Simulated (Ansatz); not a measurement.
System: Cs2LiScF6 (Fm-3m).

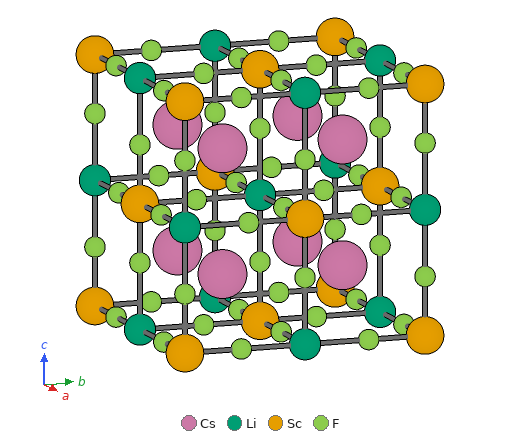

The structure (caesium pink, lithium teal, scandium orange, fluorine green). Some periodic images of atoms are drawn too.

Symmetry: Fm-3m, No. 225, cubic system. Conventional cell: a = 8.791 Å, b = 8.791 Å, c = 8.791 Å, α = 90.00°, β = 90.00°, γ = 90.00°. Nearest to Cs lie 12 F at 3.11 Å. Li has 6 F at 2.33 Å nearest. Nearest to Sc lie 6 F at 2.06 Å. F has 1 Sc at 2.06 Å and 1 Li at 2.33 Å and 4 Cs at 3.11 Å nearest. Farther neighbours and most contacts between anions are not listed.

```xyz
10
Lattice="0.0000 4.3957 4.3957 4.3957 0.0000 4.3957 4.3957 4.3957 0.0000" Properties=species:S:1:pos:R:3 pbc="T T T"
Cs    6.5936    6.5936    6.5936
Cs    2.1979    2.1979    2.1979
Li    4.3957    4.3957    4.3957
Sc    0.0000    0.0000    0.0000
F     2.0631    4.3957    4.3957
F     4.3957    4.3957    2.0631
F     6.7284    4.3957    4.3957
F     4.3957    2.0631    4.3957
F     4.3957    6.7284    4.3957
F     4.3957    4.3957    6.7284
```

The cell and positions are those that the Materials Project relaxed with its own functionals (PBE, PBE+U or r2SCAN), kept fixed. Spin-orbit coupling is left out unless a run names it.

Gaps computed with Ansatz 0.2.0 without a self-energy: PBEsol 6.65 eV, PBE 6.67 eV, PBE+SOC 6.60 eV, r2SCAN 7.30 eV, HSE06 9.04 eV, PBE0 9.83 eV and DDH-PBE0 11.99 eV. The mean ε∞ by PBE perturbation theory is 2.41.

Q: What gap should G0W0 on PBE give (4×4×4 mesh, 931 empty bands, screening to 180 eV, PAW set soft_1 files)?

About 11.14 eV: on its mesh the run moves the gap from 6.69 eV by +4.47 eV, and the mesh misses the edges by 0.02 eV. Among the scalar-relativistic levels given, DDH-PBE0 is nearest (+0.85 eV). One-shot corrections scale roughly with one over ε∞, here 0.41. Spin-orbit coupling is not in that value; its −0.07 eV at the PBE level would bring it to about 11.07 eV. Bands and cutoff are finite, so the gap is not at the basis limit. The miss can reach some tenths of an eV and take either sign; the mesh is an error of its own. The many-body steps are scalar-relativistic: spin-orbit coupling is not in them.

[Paths, hosts, dates, memory and timing lines, banners, echoed tables and standing remarks are left out of the program output.]

[Logs are printed without paths, hosts, clocks, repeated set-up lines and the standing remarks that a program may print on its own settings, such as how far it seeks lower states.]

[Runs of the session that timed out or met a known fault of the program may be left out.]

[Cells called generated may have been cut or substituted from an entry of the Crystallography Open Database or the Materials Project.]

[Hosts, paths, dates, database ids (printed as entryN), source tags and the programs' standing remarks are cut or masked in the printed files.]
